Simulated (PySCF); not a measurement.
# SVWN5/STO-3G run of SnH2 (SMILES [H][Sn][H])

Aim: the energy change on altering one bond length of SnH2 at SVWN5/STO-3G, from 2 runs. 

Program for the calculation: PySCF 2.14.0.

10 further runs of the same task are left out: 1 that didn't finish, 9 set aside as unsound or not needed.

## (1) The system as given

SnH2 has 3 atoms, charge 0, and is taken as a singlet. SMILES: `[H][Sn][H]`. Geometry: a GFN2-xTB relaxation, a rough one for these elements and not checked as a minimum.

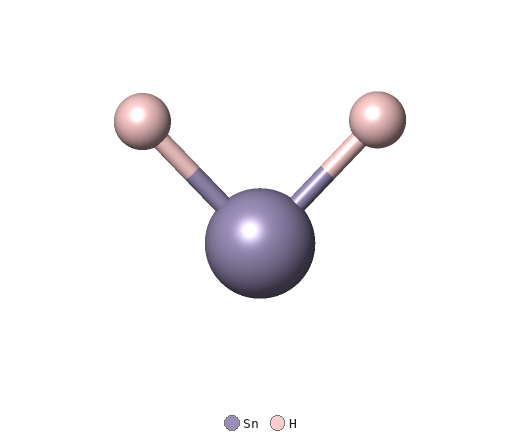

The structure, seen from a chosen angle (tin purple, hydrogen pink).

## (2) The energy at SVWN5/STO-3G

calc.py reads:

```python
from pyscf import gto, dft

mol = gto.Mole()
mol.atom = [
    ('Sn', (0.005160, -0.008860, -0.870070)),
    ('H', (1.236480, -0.017770, 0.442810)),
    ('H', (-1.241640, 0.026630, 0.427260)),
]
mol.charge = 0
mol.verbose = 4
mol.basis = 'sto-3g'
mol.max_memory = 1860
mol.build()

mf = dft.RKS(mol)
mf.xc = 'svwn'
mf.grids.level = 5
mf.conv_tol = 1e-10
mf.kernel()
if not mf.converged:
    mf = mf.newton().run(mf.mo_coeff, mf.mo_occ)

etot = mf.e_tot
print('Final energy', etot)
```

Command:

```console
OMP_NUM_THREADS=1 python calc.py
```

The program printed:

```text
PySCF version 2.14.0

[INPUT] num. atoms = 3
[INPUT] num. electrons = 52
[INPUT] charge = 0
[INPUT] spin (= nelec alpha-beta = 2S) = 0
[INPUT] symmetry False subgroup None
[INPUT] Mole.unit = angstrom
[INPUT] Symbol           X                Y                Z      unit          X                Y                Z       unit  Magmom
[INPUT]  1 Sn     0.005160000000  -0.008860000000  -0.870070000000 AA    0.009750986803  -0.016742973464  -1.644194009200 Bohr   0.0
[INPUT]  2 H      1.236480000000  -0.017770000000   0.442810000000 AA    2.336608558502  -0.033580433234   0.836789625219 Bohr   0.0
[INPUT]  3 H     -1.241640000000   0.026630000000   0.427260000000 AA   -2.346359545305   0.050323406697   0.807404383982 Bohr   0.0

nuclear repulsion = 29.6151460569868
number of shells = 13
number of NR pGTOs = 87
number of NR cGTOs = 29
basis = sto-3g
ecp = {}

******** <class 'pyscf.dft.rks.RKS'> ********
method = RKS
initial guess = minao
damping factor = 0
level_shift factor = 0
DIIS = <class 'pyscf.scf.diis.CDIIS'>
diis_start_cycle = 1
diis_space = 8
diis_damp = 0
SCF conv_tol = 1e-10
SCF conv_tol_grad = None
SCF max_cycles = 50
direct_scf = True
direct_scf_tol = 1e-13
XC library pyscf.dft.libxc version 7.0.0
    S. Lehtola, C. Steigemann, M. J.T. Oliveira, and M. A.L. Marques.,  SoftwareX 7, 1–5 (2018)
XC functionals = svwn
    P. A. M. Dirac.,  Math. Proc. Cambridge Philos. Soc. 26, 376 (1930)
    F. Bloch.,  Z. Phys. 57, 545 (1929)
    S. H. Vosko, L. Wilk, and M. Nusair.,  Can. J. Phys. 58, 1200 (1980)
radial grids:
    Treutler-Ahlrichs [JCP 102, 346 (1995); DOI:10.1063/1.469408] (M4) radial grids

becke partition: Becke, JCP 88, 2547 (1988); DOI:10.1063/1.454033
pruning grids: <function nwchem_prune>
grids dens level: 5
symmetrized grids: False
atomic radii adjust function: <function treutler_atomic_radii_adjust>
small_rho_cutoff = 0
Set gradient conv threshold to 1e-05
Initial guess from minao.
tot grids = 94088
init E= -5944.30691737736
  HOMO = -0.511118677530375  LUMO = -0.430233659386378  gap/eV = 2.20099
cycle= 1 E= -5960.5973634099  delta_E= -16.3  |g|= 0.35  |ddm|= 2.01
  HOMO = -0.0441153559010363  LUMO = 0.0138916069771783  gap/eV = 1.57845
cycle= 2 E= -5960.60150822842  delta_E= -0.00414  |g|= 0.289  |ddm|= 1.43
  HOMO = -0.0799185237338217  LUMO = -0.0243679258459808  gap/eV = 1.51161
cycle= 3 E= -5960.65143249093  delta_E= -0.0499  |g|= 0.0423  |ddm|= 0.85
  HOMO = -0.0773941580818278  LUMO = -0.0221283834974287  gap/eV = 1.50386
cycle= 4 E= -5960.65253358161  delta_E= -0.0011  |g|= 0.00106  |ddm|= 0.105
  HOMO = -0.0773606187465093  LUMO = -0.0221602615035706  gap/eV = 1.50208
cycle= 5 E= -5960.6525342149  delta_E= -6.33e-07  |g|= 8.52e-05  |ddm|= 0.00272
  HOMO = -0.077364746524654  LUMO = -0.0221603232163248  gap/eV = 1.50219
cycle= 6 E= -5960.65253421917  delta_E= -4.27e-09  |g|= 2.13e-05  |ddm|= 0.000236
  HOMO = -0.0773648032085079  LUMO = -0.0221603393401576  gap/eV = 1.50219
cycle= 7 E= -5960.65253421949  delta_E= -3.21e-10  |g|= 2.19e-07  |ddm|= 6.34e-05
  HOMO = -0.0773647324281809  LUMO = -0.0221603508053077  gap/eV = 1.50219
cycle= 8 E= -5960.65253421949  delta_E= 5.46e-12  |g|= 4.22e-08  |ddm|= 8.24e-07
  HOMO = -0.0773647327651216  LUMO = -0.0221603430173117  gap/eV = 1.50219
Extra cycle  E= -5960.65253421948  delta_E= 5.46e-12  |g|= 5.21e-08  |ddm|= 3.54e-07
converged SCF energy = -5960.65253421948
Final energy -5960.652534219484
```

It took 0.88 s on 1 thread of AMD EPYC 9R45 (Zen 5), shared host; peak memory 0.14 GiB.

## (3) The distorted shape, same level

calc.py reads:

```python
from pyscf import gto, dft

molecule = gto.M(
    atom=[
    ('Sn', (-0.241131, -0.007078, -1.132675)),
    ('H', (1.236480, -0.017770, 0.442810)),
    ('H', (-1.487931, 0.028412, 0.164655)),
],
    basis='sto-3g',
    max_memory=1860,
    verbose=3,
)

calc0 = dft.RKS(molecule, xc='svwn')
calc0.conv_tol = 1e-10
calc0.grids.level = 5
calc0.kernel()
if not calc0.converged:
    calc0 = calc0.newton().run(calc0.mo_coeff, calc0.mo_occ)

e_final = calc0.e_tot
print('E = %.10f Eh' % e_final)
```

Command:

```console
OMP_NUM_THREADS=1 python calc.py
```

The program printed:

```text
converged SCF energy = -5960.61510060642
E = -5960.6151006064 Eh
```

Wall time 0.99 s (1 thread of AMD EPYC 9R45 (Zen 5), shared host); peak memory 0.14 GiB.

## (4) Summary of results

At SVWN5/STO-3G:

| quantity | value |
| --- | --- |
| first shape: total energy | -5960.65253 Eh |
| first shape: dipole moment | 0.40 D |
| first shape: HOMO energy | -2.11 eV |
| first shape: LUMO energy | -0.60 eV |
| first shape: HOMO–LUMO gap | 1.50 eV |
| distorted shape: total energy | -5960.61510 Eh |
| distorted shape: dipole moment | 0.49 D |
| distorted shape: HOMO energy | -2.21 eV |
| distorted shape: LUMO energy | -0.66 eV |
| distorted shape: HOMO–LUMO gap | 1.55 eV |
| energy change with the Sn1–H2 bond stretched from 1.800 to 2.160 Å | 1.019 eV |

What this shows: With the Sn1–H2 bond stretched from 1.800 to 2.160 Å the energy rises by 1.02 eV (98 kJ/mol). The first shape isn't relaxed at this level, so the change isn't measured from a minimum. The minimal basis adds a large error of its own. Relativity is left out (first shape) although the molecule holds a heavy atom. Mulliken charges (distorted shape) run from -0.15 on H2 to +0.28 on Sn1; they depend strongly on the basis. Relativity is left out (distorted shape) although the molecule holds a heavy atom.
